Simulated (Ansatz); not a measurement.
Nudged elastic band of SiNH5ClF (part 1 of 2)

SiNH5ClF, computed with RKS B3LYP/6-31G* (Ansatz 0.2.0).

The run did not end well. It belongs to a series of runs on one base structure; here: band between the two ends.

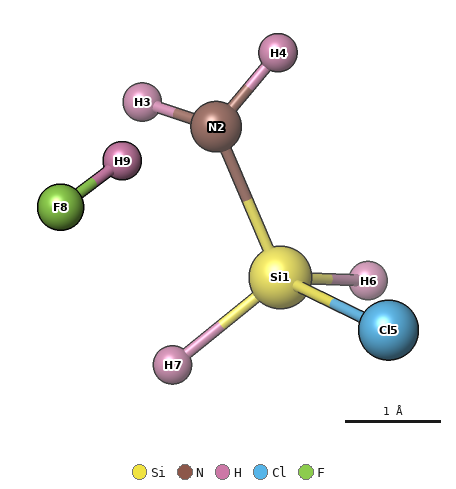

*The input geometry (ball-and-stick view, seen at a tilt; atoms are numbered from 1 in the order of the input).*

Bond lengths as drawn: Cl–Si 2.07 Å, F–H 0.96 Å, H–N 1.02 Å, H–Si 1.47 to 1.48 Å and N–Si 1.76 Å.

**The input**
```yaml
crystal:
  periodic: [false, false, false]
  atoms:
    - { symbol: Si, position_ang: [-0.077956, 0.268001, 0.079888] }
    - { symbol: "N", position_ang: [0.143684, -0.052826, 1.792324] }
    - { symbol: H, position_ang: [-0.6851, -0.409424, 2.264782] }
    - { symbol: H, position_ang: [0.559999, 0.686218, 2.353658] }
    - { symbol: Cl, position_ang: [1.793452, 0.430517, -0.783947] }
    - { symbol: H, position_ang: [-0.765123, 1.551764, -0.207173] }
    - { symbol: H, position_ang: [-0.824792, -0.874163, -0.479177] }
    - { symbol: F, position_ang: [1.14264, -2.510879, 1.433873] }
    - { symbol: H, position_ang: [1.005997, -1.609406, 1.721972] }
basis:
  gaussian: { orbitals: "6-31G*" }
hamiltonian:
  xc: b3lyp
neb:
  order_check: false
  images: 8
  f_tol: 0.05
  max_iterations: 33
  climbing: false
  final_atoms:
    - { symbol: Si, position_ang: [-0.09552455, -0.43609944, -0.17903457] }
    - { symbol: "N", position_ang: [0.49519806, -0.10288089, 2.15241094] }
    - { symbol: H, position_ang: [-0.27459244, -0.36714084, 2.76656223] }
    - { symbol: H, position_ang: [0.76915924, 0.85091116, 2.38474771] }
    - { symbol: Cl, position_ang: [1.84829389, 0.31082815, -0.46512677] }
    - { symbol: H, position_ang: [-1.07999728, 0.57307459, 0.27089552] }
    - { symbol: H, position_ang: [-0.44285739, -0.72220276, -1.59785403] }
    - { symbol: F, position_ang: [-0.2095737, -1.91885682, 0.4626302] }
    - { symbol: H, position_ang: [1.28269518, -0.70783115, 2.38096877] }
  initial_path:
    images:
      - { positions_ang: [[-0.077956, 0.268001, 0.079888], [0.143684, -0.052826, 1.792324], [-0.6851, -0.409424, 2.264782], [0.559999, 0.686218, 2.353658], [1.793452, 0.430517, -0.783947], [-0.765123, 1.551764, -0.207173], [-0.824792, -0.874163, -0.479177], [1.14264, -2.510879, 1.433873], [1.005997, -1.609406, 1.721972]] }
      - { positions_ang: [[-0.063502, 0.21402497, 0.06477443], [0.11478333, -0.0498343, 1.87864234], [-0.72286301, -0.39228892, 2.3643756], [0.63450182, 0.5830798, 2.43240346], [1.83642217, 0.34817955, -0.77000904], [-0.75381987, 1.47929862, -0.25675741], [-0.79677812, -0.93679831, -0.48409126], [1.10881901, -2.28248748, 1.2376949], [0.93523768, -1.48337194, 1.70916699]] }
      - { positions_ang: [[-0.04904799, 0.16004894, 0.04966085], [0.08588266, -0.0468426, 1.96496068], [-0.76062602, -0.37515383, 2.4639692], [0.70900464, 0.4799416, 2.51114892], [1.87939233, 0.2658421, -0.75607108], [-0.74251675, 1.40683325, -0.30634182], [-0.76876425, -0.99943362, -0.48900552], [1.07499803, -2.05409596, 1.0415168], [0.86447835, -1.35733787, 1.69636198]] }
      - { positions_ang: [[-0.03459399, 0.1060729, 0.03454728], [0.05698199, -0.0438509, 2.05127902], [-0.79838903, -0.35801875, 2.56356279], [0.78350746, 0.3768034, 2.58989438], [1.9223625, 0.18350465, -0.74213312], [-0.73121362, 1.33436787, -0.35592623], [-0.74075037, -1.06206892, -0.49391978], [1.04117704, -1.82570444, 0.8453387], [0.79371903, -1.23130381, 1.68355697]] }
      - { positions_ang: [[-0.02013999, 0.05209687, 0.01943371], [0.02808132, -0.0408592, 2.13759736], [-0.83615205, -0.34088367, 2.66315639], [0.85801028, 0.2736652, 2.66863984], [1.96533266, 0.1011672, -0.72819517], [-0.71991049, 1.2619025, -0.40551065], [-0.7127365, -1.12470423, -0.49883404], [1.00735606, -1.59731293, 0.6491606], [0.7229597, -1.10526975, 1.67075196]] }
      - { positions_ang: [[-0.02209205, -0.02613651, -0.00933547], [0.06713843, -0.04642085, 2.17760702], [-0.7905401, -0.33618554, 2.71890975], [0.88125031, 0.29196444, 2.67209426], [1.97142621, 0.08786844, -0.6927707], [-0.75489652, 1.15315923, -0.35239192], [-0.67029932, -1.10781976, -0.62313149], [0.85711009, -1.53153268, 0.54124473], [0.75370395, -1.00509477, 1.74397382]] }
      - { positions_ang: [[-0.04045017, -0.12862724, -0.05176024], [0.17415334, -0.06053586, 2.171308], [-0.66155318, -0.34392436, 2.73082287], [0.85322754, 0.43170112, 2.60025762], [1.94064313, 0.14360837, -0.63585971], [-0.83617171, 1.00813807, -0.19657006], [-0.61343884, -1.01141551, -0.86681213], [0.59043914, -1.62836372, 0.5215911], [0.88595176, -0.93077886, 1.90322256]] }
      - { positions_ang: [[-0.0588083, -0.23111798, -0.09418502], [0.28116825, -0.07465087, 2.16500898], [-0.53256627, -0.35166319, 2.74273599], [0.82520477, 0.5714378, 2.52842098], [1.90986005, 0.1993483, -0.57894873], [-0.9174469, 0.86311691, -0.0407482], [-0.55657836, -0.91501126, -1.11049276], [0.32376819, -1.72519475, 0.50193746], [1.01819957, -0.85646296, 2.0624713]] }
      - { positions_ang: [[-0.07716643, -0.33360871, -0.13660979], [0.38818315, -0.08876588, 2.15870996], [-0.40357936, -0.35940201, 2.75464911], [0.79718201, 0.71117448, 2.45658435], [1.87907697, 0.25508822, -0.52203775], [-0.99872209, 0.71809575, 0.11507366], [-0.49971788, -0.81860701, -1.3541734], [0.05709725, -1.82202579, 0.48228383], [1.15044737, -0.78214706, 2.22172003]] }
      - { positions_ang: [[-0.09552455, -0.43609944, -0.17903457], [0.49519806, -0.10288089, 2.15241094], [-0.27459244, -0.36714084, 2.76656223], [0.76915924, 0.85091116, 2.38474771], [1.84829389, 0.31082815, -0.46512677], [-1.07999728, 0.57307459, 0.27089552], [-0.44285739, -0.72220276, -1.59785403], [-0.2095737, -1.91885682, 0.4626302], [1.28269518, -0.70783115, 2.38096877]] }
```

Hardware: 1 thread of Arm Neoverse V2, 24 GiB of memory available, shared host.

Launched with:
```bash
ansatz run input.yaml --threads 1 --pin off --max-ram 2048MiB --backend cpu --events-out ev --progress --plain --runs-dir out
```

**Log**
```
Engine: ansatz 0.2.0, aarch64-unknown-linux-gnu
Functional definition: B3LYP
  parameter a0 = 0.2
  parameter ax = 0.72
  parameter ac = 0.81
  exchange = (1 - a0 - ax)*slater_x + ax*b88_x + a0*exact_x
  correlation = (1 - ac)*vwn_rpa_c + ac*lyp_c
823 factors; integrals over basis functions are off by at most 5.3e-4 eV
mean field evaluation 1: about -24684.5641 eV, gradient 5.7e1 eV
mean field evaluation 2: about -24678.3252 eV, gradient 7.8e1 eV
mean field evaluation 4: about -24690.3211 eV, gradient 3.5e0 eV
mean field evaluation 8: about -24690.3529 eV, gradient 1.1e-1 eV
mean field -24690.35289049 eV, -907.3537330032 hartree, gradient 4.1e-5 eV, S^2 0.000000; 0 other end points of the search recorded, 0 dependent functions left out
the calculation of the forces begins
reference -24690.35310933 eV, -907.3537410456 hartree; 26, 26 occupied and 52, 52 virtual orbitals, 823 factors
824 factors; integrals over basis functions are off by at most 7.1e-4 eV
mean field evaluation 16: about -24686.0332 eV, gradient 5.4e1 eV
mean field -24691.37086585 eV, -907.3911429077 hartree, gradient 3.0e-5 eV, S^2 0.000000; 0 other end points of the search recorded, 0 dependent functions left out
[... from here on the field's lines of each further geometry are left out, up to the last ...]
NEB iter   1: max|band force component| = 5.365e0 eV/Å  barrier→ = 2.4715 eV  barrier← = 3.4895 eV  Δτ_max = 0.2000 Å  (249 SCF iters)
NEB iter   2: max|band force component| = 2.273e0 eV/Å  barrier→ = 1.1525 eV  barrier← = 2.1705 eV  Δτ_max = 0.1980 Å  (224 SCF iters)
NEB iter   3: max|band force component| = 4.773e0 eV/Å  barrier→ = 0.8236 eV  barrier← = 1.8415 eV  Δτ_max = 0.1003 Å  (217 SCF iters)
NEB iter   4: max|band force component| = 1.438e0 eV/Å  barrier→ = 0.5724 eV  barrier← = 1.5903 eV  Δτ_max = 0.2000 Å  (211 SCF iters)
NEB iter   5: max|band force component| = 2.433e0 eV/Å  barrier→ = 0.6244 eV  barrier← = 1.6424 eV  Δτ_max = 0.0981 Å  (214 SCF iters)
NEB iter   6: max|band force component| = 1.028e0 eV/Å  barrier→ = 0.5926 eV  barrier← = 1.6106 eV  Δτ_max = 0.1473 Å  (205 SCF iters)
NEB iter   7: max|band force component| = 8.434e-1 eV/Å  barrier→ = 0.5757 eV  barrier← = 1.5937 eV  Δτ_max = 0.1445 Å  (212 SCF iters)
NEB iter   8: max|band force component| = 9.046e-1 eV/Å  barrier→ = 0.5082 eV  barrier← = 1.5262 eV  Δτ_max = 0.0732 Å  (209 SCF iters)
NEB iter   9: max|band force component| = 4.758e-1 eV/Å  barrier→ = 0.4494 eV  barrier← = 1.4674 eV  Δτ_max = 0.0458 Å  (206 SCF iters)
NEB iter  10: max|band force component| = 3.685e-1 eV/Å  barrier→ = 0.3809 eV  barrier← = 1.3989 eV  Δτ_max = 0.0730 Å  (201 SCF iters)
NEB iter  11: max|band force component| = 1.397e-1 eV/Å  barrier→ = 0.3710 eV  barrier← = 1.3890 eV  Δτ_max = 0.0632 Å  (201 SCF iters)
NEB iter  12: max|band force component| = 1.935e-1 eV/Å  barrier→ = 0.3920 eV  barrier← = 1.4100 eV  Δτ_max = 0.0317 Å  (200 SCF iters)
NEB iter  13: max|band force component| = 1.604e-1 eV/Å  barrier→ = 0.4041 eV  barrier← = 1.4220 eV  Δτ_max = 0.0322 Å  (203 SCF iters)
NEB iter  14: max|band force component| = 1.379e-1 eV/Å  barrier→ = 0.4166 eV  barrier← = 1.4345 eV  Δτ_max = 0.0316 Å  (203 SCF iters)
NEB iter  15: max|band force component| = 8.721e-2 eV/Å  barrier→ = 0.4331 eV  barrier← = 1.4510 eV  Δτ_max = 0.0317 Å  (204 SCF iters)
NEB iter  16: max|band force component| = 1.186e-1 eV/Å  barrier→ = 0.4513 eV  barrier← = 1.4693 eV  Δτ_max = 0.0317 Å  (205 SCF iters)
NEB iter  17: max|band force component| = 1.394e-1 eV/Å  barrier→ = 0.4687 eV  barrier← = 1.4866 eV  Δτ_max = 0.0317 Å  (199 SCF iters)
NEB iter  18: max|band force component| = 1.399e-1 eV/Å  barrier→ = 0.4829 eV  barrier← = 1.5009 eV  Δτ_max = 0.0634 Å  (207 SCF iters)
NEB iter  19: max|band force component| = 1.381e-1 eV/Å  barrier→ = 0.5082 eV  barrier← = 1.5262 eV  Δτ_max = 0.1263 Å  (203 SCF iters)
NEB iter  20: max|band force component| = 2.578e-1 eV/Å  barrier→ = 0.5494 eV  barrier← = 1.5674 eV  Δτ_max = 0.0632 Å  (209 SCF iters)
NEB iter  21: max|band force component| = 2.026e-1 eV/Å  barrier→ = 0.5583 eV  barrier← = 1.5763 eV  Δτ_max = 0.0635 Å  (199 SCF iters)
NEB iter  22: max|band force component| = 2.474e-1 eV/Å  barrier→ = 0.5495 eV  barrier← = 1.5675 eV  Δτ_max = 0.0319 Å  (201 SCF iters)
NEB iter  23: max|band force component| = 2.295e-1 eV/Å  barrier→ = 0.5286 eV  barrier← = 1.5465 eV  Δτ_max = 0.0318 Å  (201 SCF iters)
NEB iter  24: max|band force component| = 2.114e-1 eV/Å  barrier→ = 0.5075 eV  barrier← = 1.5255 eV  Δτ_max = 0.0317 Å  (204 SCF iters)
NEB iter  25: max|band force component| = 1.760e-1 eV/Å  barrier→ = 0.4778 eV  barrier← = 1.4958 eV  Δτ_max = 0.0318 Å  (206 SCF iters)
NEB iter  26: max|band force component| = 1.975e-1 eV/Å  barrier→ = 0.4379 eV  barrier← = 1.4559 eV  Δτ_max = 0.0317 Å  (203 SCF iters)
NEB iter  27: max|band force component| = 2.087e-1 eV/Å  barrier→ = 0.3872 eV  barrier← = 1.4052 eV  Δτ_max = 0.0316 Å  (203 SCF iters)
NEB iter  28: max|band force component| = 1.773e-1 eV/Å  barrier→ = 0.3272 eV  barrier← = 1.3452 eV  Δτ_max = 0.0316 Å  (202 SCF iters)
NEB iter  29: max|band force component| = 1.505e-1 eV/Å  barrier→ = 0.2657 eV  barrier← = 1.2836 eV  Δτ_max = 0.0317 Å  (206 SCF iters)
NEB iter  30: max|band force component| = 1.557e-1 eV/Å  barrier→ = 0.2118 eV  barrier← = 1.2297 eV  Δτ_max = 0.0631 Å  (202 SCF iters)
NEB iter  31: max|band force component| = 1.859e-1 eV/Å  barrier→ = 0.2222 eV  barrier← = 1.2402 eV  Δτ_max = 0.0319 Å  (197 SCF iters)
NEB iter  32: max|band force component| = 2.120e-1 eV/Å  barrier→ = 0.2199 eV  barrier← = 1.2378 eV  Δτ_max = 0.0159 Å  (197 SCF iters)
the calculation of the forces begins
reference -24691.30298266 eV, -907.3886482466 hartree; 26, 26 occupied and 52, 52 virtual orbitals, 824 factors
these checks for a lower state are left out or cut short: starts, cluster_reference, orbital_swaps, neighbouring_geometries, increment
824 factors; integrals over basis functions are off by at most 6.5e-4 eV
mean field -24691.35150308 eV, -907.3904313391 hartree, gradient 1.2e-5 eV, S^2 0.000000; 0 other end points of the search recorded, 0 dependent functions left out
the calculation of the forces begins
reference -24691.35173684 eV, -907.3904399297 hartree; 26, 26 occupied and 52, 52 virtual orbitals, 824 factors
NEB iter  33: max|band force component| = 1.709e-1 eV/Å  barrier→ = 0.2180 eV  barrier← = 1.2360 eV  Δτ_max = 0.0159 Å  (188 SCF iters)
```

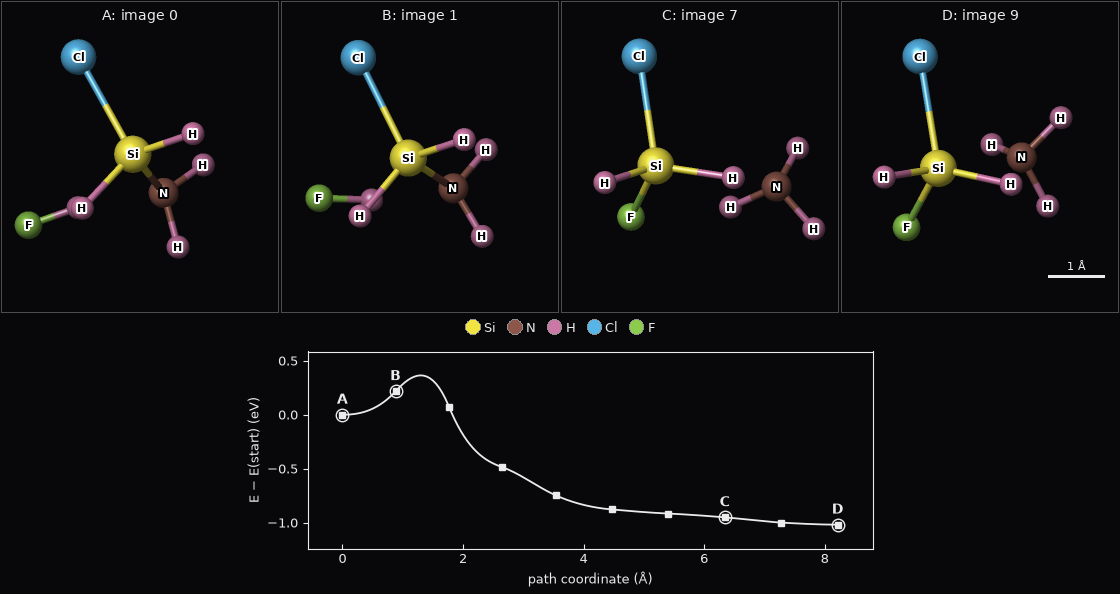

*Images of the last band (counted from 0; ball-and-stick, seen at a tilt) above the energy along the path; the line is a cubic interpolation that uses the forces.*

The highest image is number 1, 0.218 eV above the start and 1.236 eV above the end; the end lies 1.018 eV below the start. The path is 8.22 Å long. The band had not converged after 33 iterations.
